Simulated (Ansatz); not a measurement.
# C2H5BS: molecular dynamics (part 1 of 2)

The run: molecular dynamics of C2H5BS. Method and program: RKS revPBE/def2-SVP (Ansatz 0.2.0).

The geometry comes from this level: PBE0-D4/def2-TZVP. Figures and captions count atoms from 1; the log counts them from 0 in places.

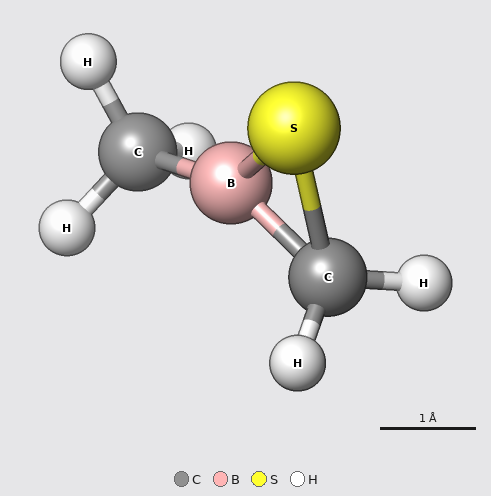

Fig. 1: The structure as given in the input (ball-and-stick view, seen at a tilt).

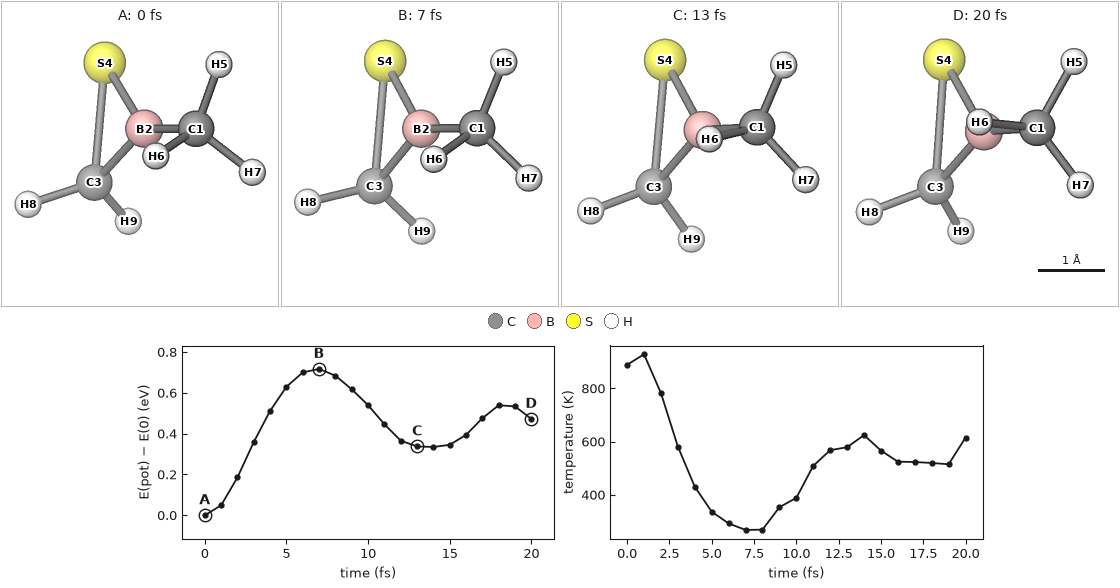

Fig. 2: Frames of the molecular dynamics (ball-and-stick, seen at an oblique angle) above the curves, on which the letters mark them. The trajectory kept here has 21 frames over 20 fs. The temperature starts at 889 K, ranges from 268 to 929 K and averages 539 K over the second half. The potential energy ends 0.472 eV above its first value. After an unweighted best fit of the last frame on the first, the root-mean-square displacement is 0.21 Å, and H6 has moved furthest (0.36 Å).

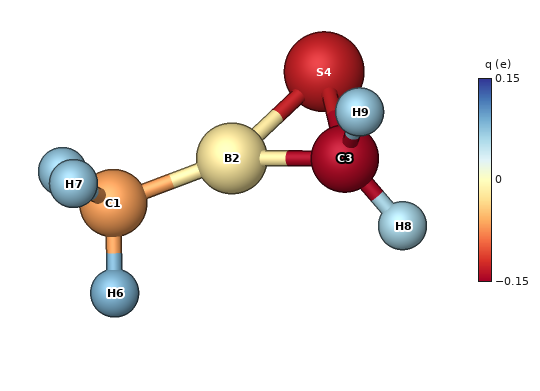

Fig. 3: Mulliken charges, as the colour of each atom (ball-and-stick view, seen at a tilt; atoms are numbered from 1 in the order of the input). By element: C −0.14 to −0.07, B −0.02, S −0.13 and H +0.06 to +0.08 e.

The input that produced these results follows, with the program's output.

### The input
```yaml
crystal:
  periodic: [false, false, false]
  atoms:
    - {symbol: C, position_ang: [-0.366106, 1.115642, -0.793602]}
    - {symbol: B, position_ang: [-0.067366, -0.263892, -0.170528]}
    - {symbol: C, position_ang: [0.496552, -1.038283, 1.028381]}
    - {symbol: S, position_ang: [-0.175281, -1.992909, -0.423454]}
    - {symbol: H, position_ang: [-0.826441, 1.064380, -1.780352]}
    - {symbol: H, position_ang: [-1.022519, 1.686826, -0.128166]}
    - {symbol: H, position_ang: [0.560167, 1.695798, -0.866996]}
    - {symbol: H, position_ang: [-0.077958, -1.161677, 1.942707]}
    - {symbol: H, position_ang: [1.567452, -1.152084, 1.175009]}
basis:
  gaussian: {orbitals: def2-SVP}
hamiltonian: {xc: {name: revPBE}}
md: {timestep: 1 fs, n_steps: 20, ensemble: nvt_langevin, temperature: 1000, initial_velocities: maxwell_boltzmann, friction: 0.01, seed: 758}
```

Run as:
```bash
ansatz run in.yaml --threads 2 --pin off --events-out ev --progress --plain --max-ram 4352MiB
```

### The program's output
```
Functional definition: revPBE
  name "revPBE"
  cite "Zhang & Yang, Phys. Rev. Lett. 80, 890 (1998) doi:10.1103/PhysRevLett.80.890"
  cite "Perdew, Burke & Ernzerhof, Phys. Rev. Lett. 77, 3865 (1996) doi:10.1103/PhysRevLett.77.3865"
  parameter kappa = 1.245
  parameter beta = 0.06672455060314922
  exchange = pbe_x(kappa = kappa, mu = beta*pi^2/3)
  correlation = pbe_c(beta = beta)
965 factors; their error is unknown
mean field evaluation 1: about -13646.0547 eV, gradient 7.1e1 eV
mean field evaluation 2: about -13617.0955 eV, gradient 1.2e2 eV
mean field evaluation 4: about -13658.8003 eV, gradient 1.3e1 eV
mean field evaluation 8: about -13659.3323 eV, gradient 1.1e-1 eV
mean field evaluation 16: about -13659.2893 eV, gradient 2.5e-4 eV
mean field -13659.28929441 eV, -501.9696229709 hartree, gradient 3.4e-5 eV, S^2 0.000000; 0 other end points of the search recorded, 0 dependent functions left out
the calculation of the forces begins
reference -13659.28933377 eV, -501.9696244170 hartree; 19, 19 occupied and 66, 66 virtual orbitals, 965 factors
md step     0: t =     0.00 fs  T =   888.9 K  F+E_penalty+E_count = -13659.28929441 eV  E_kin = 1.034080 eV  (27 SCF iters)
these checks for a lower state are left out or cut short: starts, cluster_reference, orbital_swaps, neighbouring_geometries, increment
965 factors; their error is unknown
mean field -13659.24033386 eV, -501.9678237036 hartree, gradient 2.1e-5 eV, S^2 0.000000; 0 other end points of the search recorded, 0 dependent functions left out
[... from here on the field's lines of each further geometry are left out, up to the last ...]
md step     1: t =     1.00 fs  T =   928.5 K  F+E_penalty+E_count = -13659.24033386 eV  E_kin = 1.080218 eV  (30 SCF iters)
md step     2: t =     2.00 fs  T =   782.6 K  F+E_penalty+E_count = -13659.10376354 eV  E_kin = 0.910472 eV  (30 SCF iters)
md step     3: t =     3.00 fs  T =   581.7 K  F+E_penalty+E_count = -13658.93029103 eV  E_kin = 0.676691 eV  (30 SCF iters)
md step     4: t =     4.00 fs  T =   430.4 K  F+E_penalty+E_count = -13658.77747563 eV  E_kin = 0.500721 eV  (30 SCF iters)
md step     5: t =     5.00 fs  T =   336.8 K  F+E_penalty+E_count = -13658.65930867 eV  E_kin = 0.391756 eV  (30 SCF iters)
md step     6: t =     6.00 fs  T =   292.6 K  F+E_penalty+E_count = -13658.58893736 eV  E_kin = 0.340373 eV  (30 SCF iters)
md step     7: t =     7.00 fs  T =   268.1 K  F+E_penalty+E_count = -13658.57179531 eV  E_kin = 0.311870 eV  (30 SCF iters)
md step     8: t =     8.00 fs  T =   269.2 K  F+E_penalty+E_count = -13658.60494105 eV  E_kin = 0.313119 eV  (30 SCF iters)
md step     9: t =     9.00 fs  T =   353.5 K  F+E_penalty+E_count = -13658.67173282 eV  E_kin = 0.411224 eV  (30 SCF iters)
md step    10: t =    10.00 fs  T =   388.8 K  F+E_penalty+E_count = -13658.74956614 eV  E_kin = 0.452250 eV  (30 SCF iters)
md step    11: t =    11.00 fs  T =   508.9 K  F+E_penalty+E_count = -13658.84297817 eV  E_kin = 0.592066 eV  (30 SCF iters)
md step    12: t =    12.00 fs  T =   568.0 K  F+E_penalty+E_count = -13658.92349376 eV  E_kin = 0.660772 eV  (30 SCF iters)
md step    13: t =    13.00 fs  T =   579.0 K  F+E_penalty+E_count = -13658.95180658 eV  E_kin = 0.673613 eV  (30 SCF iters)
md step    14: t =    14.00 fs  T =   624.6 K  F+E_penalty+E_count = -13658.95446368 eV  E_kin = 0.726597 eV  (30 SCF iters)
md step    15: t =    15.00 fs  T =   566.5 K  F+E_penalty+E_count = -13658.94376780 eV  E_kin = 0.659029 eV  (30 SCF iters)
md step    16: t =    16.00 fs  T =   524.8 K  F+E_penalty+E_count = -13658.89489076 eV  E_kin = 0.610482 eV  (30 SCF iters)
md step    17: t =    17.00 fs  T =   523.4 K  F+E_penalty+E_count = -13658.81356910 eV  E_kin = 0.608937 eV  (30 SCF iters)
md step    18: t =    18.00 fs  T =   519.9 K  F+E_penalty+E_count = -13658.74989907 eV  E_kin = 0.604832 eV  (29 SCF iters)
md step    19: t =    19.00 fs  T =   515.0 K  F+E_penalty+E_count = -13658.75563442 eV  E_kin = 0.599105 eV  (31 SCF iters)
the calculation of the forces begins
reference -13658.81689297 eV, -501.9522625379 hartree; 19, 19 occupied and 66, 66 virtual orbitals, 965 factors
965 factors; their error is unknown
mean field evaluation 192: about -13658.8169 eV, gradient 1.8e-2 eV
mean field -13658.81685392 eV, -501.9522611030 hartree, gradient 1.1e-5 eV, S^2 0.000000; 1 other end points of the search recorded, 0 dependent functions left out
the calculation of the forces begins
reference -13658.81689297 eV, -501.9522625379 hartree; 19, 19 occupied and 66, 66 virtual orbitals, 965 factors
md step    20: t =    20.00 fs  T =   615.3 K  F+E_penalty+E_count = -13658.81685392 eV  E_kin = 0.715844 eV  (29 SCF iters)
Total energy: -13658.81689297 eV, -501.9522625379 hartree
Atom 0 at    -0.317576     1.141779    -0.839399 Å, force    -1.973821    -1.190907    -0.885343 eV/Å
Atom 1 at    -0.041231    -0.226728    -0.165107 Å, force     0.271269    -1.332113    -0.102592 eV/Å
Atom 2 at     0.543691    -1.016554     1.031545 Å, force     1.240205    -0.665362     0.189004 eV/Å
Atom 3 at    -0.236032    -2.010461    -0.478131 Å, force     0.365382     0.928393     0.786793 eV/Å
Atom 4 at    -0.522803     0.972017    -1.973729 Å, force     0.416856     0.491590     1.484483 eV/Å
Atom 5 at    -1.375193     1.398405    -0.364359 Å, force     1.947434     0.428108    -0.612130 eV/Å
Atom 6 at     0.585688     1.739500    -0.633347 Å, force    -0.459857     0.894639     0.028201 eV/Å
Atom 7 at     0.057090    -1.175293     1.995171 Å, force    -1.004104     0.032411     0.274971 eV/Å
Atom 8 at     1.631300    -1.255055     1.331517 Å, force    -0.803364     0.413241    -1.163386 eV/Å
Dipole moment:     0.041825     0.281259     0.129903 e Å
```

### Trajectory as extended XYZ (Å, eV, eV/Å), 21 frames, from step=0 to step=20
```
9
Properties=species:S:1:pos:R:3:forces:R:3 step=0 time_fs=0.0 energy=-13659.28929 temperature=888.9
C    -0.3661    1.1156   -0.7936    0.0035  -0.1691   0.0053
B    -0.0674   -0.2639   -0.1705   -0.0371   0.3248  -0.0756
C     0.4966   -1.0383    1.0284    0.0394   0.1554   0.0866
S    -0.1753   -1.9929   -0.4235   -0.2360  -0.7963  -0.5157
H    -0.8264    1.0644   -1.7804   -0.2511   0.0001  -0.5379
H    -1.0225    1.6868   -0.1282   -0.3289   0.3061   0.3393
H     0.5602    1.6958   -0.8670    0.4683   0.3105  -0.0329
H    -0.0780   -1.1617    1.9427   -0.3140  -0.0686   0.5917
H     1.5675   -1.1521    1.1750    0.6559  -0.0629   0.1392
9
Properties=species:S:1:pos:R:3:forces:R:3 step=1 time_fs=1.0 energy=-13659.24033 temperature=928.5
C    -0.3620    1.1122   -0.7953    0.5765  -0.2394   0.0497
B    -0.0662   -0.2774   -0.1654   -0.0380   1.0525  -0.2940
C     0.5041   -1.0387    1.0344    0.3281   0.1764   0.0173
S    -0.1807   -1.9918   -0.4257   -0.1582  -1.0310  -0.4207
H    -0.8108    1.0611   -1.7805   -0.4228   0.0028  -0.7037
H    -0.9904    1.6933   -0.1322   -0.8440   0.3961   0.5981
H     0.5254    1.7616   -0.8635    0.5137  -0.0613  -0.0625
H    -0.1118   -1.1372    1.9342    0.1378  -0.1212   0.4684
H     1.6052   -1.0921    1.1303   -0.0931  -0.1749   0.3473
9
Properties=species:S:1:pos:R:3:forces:R:3 step=2 time_fs=2.0 energy=-13659.10376 temperature=782.6
C    -0.3575    1.1089   -0.7975    1.0325  -0.0850  -0.0318
B    -0.0659   -0.2899   -0.1603    0.0050   1.7069  -0.4788
C     0.5136   -1.0402    1.0401    0.5019   0.2704  -0.0080
S    -0.1865   -1.9908   -0.4281   -0.0752  -1.2654  -0.3218
H    -0.8030    1.0597   -1.7859   -0.4596   0.0195  -0.6211
H    -0.9631    1.6982   -0.1307   -1.2190   0.4054   0.7465
H     0.4947    1.8280   -0.8587    0.3998  -0.5549  -0.0964
H    -0.1452   -1.1114    1.9268    0.6103  -0.1633   0.2747
H     1.6414   -1.0327    1.0941   -0.7957  -0.3336   0.5367
9
Properties=species:S:1:pos:R:3:forces:R:3 step=3 time_fs=3.0 energy=-13658.93029 temperature=581.7
C    -0.3519    1.1061   -0.7999    1.2015   0.3137  -0.0117
B    -0.0658   -0.2994   -0.1548    0.0611   2.2120  -0.6351
C     0.5240   -1.0415    1.0443    0.3549   0.3974   0.0653
S    -0.1926   -1.9897   -0.4308    0.0145  -1.4454  -0.2246
H    -0.7955    1.0593   -1.7949   -0.4287   0.0422  -0.4204
H    -0.9455    1.7046   -0.1241   -1.3375   0.2354   0.6596
H     0.4694    1.8877   -0.8507    0.2567  -1.0465  -0.1312
H    -0.1745   -1.0868    1.9214    1.0579  -0.1982   0.0310
H     1.6656   -0.9778    1.0719   -1.1806  -0.5105   0.6670
9
Properties=species:S:1:pos:R:3:forces:R:3 step=4 time_fs=4.0 energy=-13658.77748 temperature=430.4
C    -0.3454    1.1032   -0.8039    0.8002   0.9255   0.1939
B    -0.0666   -0.3062   -0.1500    0.1251   2.5644  -0.7357
C     0.5337   -1.0427    1.0482   -0.0040   0.5395   0.1610
S    -0.1986   -1.9887   -0.4341    0.1049  -1.5679  -0.1203
H    -0.7888    1.0604   -1.8122   -0.3039   0.0670  -0.0247
H    -0.9429    1.7176   -0.1100   -1.0707  -0.2481   0.1811
H     0.4460    1.9337   -0.8401    0.2253  -1.3768  -0.1708
H    -0.1967   -1.0636    1.9194    1.4146  -0.2418  -0.2022
H     1.6772   -0.9318    1.0644   -1.2915  -0.6619   0.7177
9
Properties=species:S:1:pos:R:3:forces:R:3 step=5 time_fs=5.0 energy=-13658.65931 temperature=336.8
C    -0.3381    1.1002   -0.8093    0.1391   1.4767   0.3849
B    -0.0680   -0.3106   -0.1467    0.2034   2.7473  -0.7654
C     0.5424   -1.0445    1.0521   -0.4350   0.6893   0.1127
S    -0.2048   -1.9880   -0.4377    0.1942  -1.6253  -0.0069
H    -0.7862    1.0601   -1.8338   -0.1134   0.0949   0.4663
H    -0.9512    1.7299   -0.0931   -0.6658  -0.7784  -0.3945
H     0.4264    1.9635   -0.8290    0.2639  -1.5364  -0.2149
H    -0.2063   -1.0425    1.9163    1.5561  -0.2997  -0.2783
H     1.6764   -0.8953    1.0699   -1.1424  -0.7683   0.6960
```
